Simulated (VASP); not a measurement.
Band structure of LiMoO2 (space group R-3m). Method: PBEsol GGA, VASP's PBE PAW potentials (set 64) (plane waves; VASP).

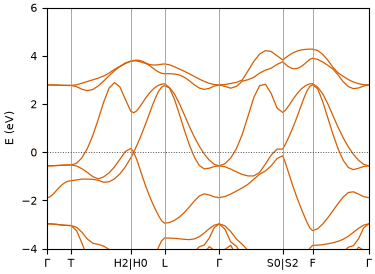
*Bands along high-symmetry lines, zero at the valence-band maximum or, without a gap, the Fermi level*

Question: Read the plot: is there a gap, and where are the band edges?

Answer: It has no gap at this level: it comes out as a metal or semimetal. (Edges off the drawn lines would not show.)

The structure comes from a computed database's LiMoO2 entry (R-3m); how it stands against other phases isn't given here. It was relaxed first. The electron count is odd and the run is not spin-polarised, which forces a metal.
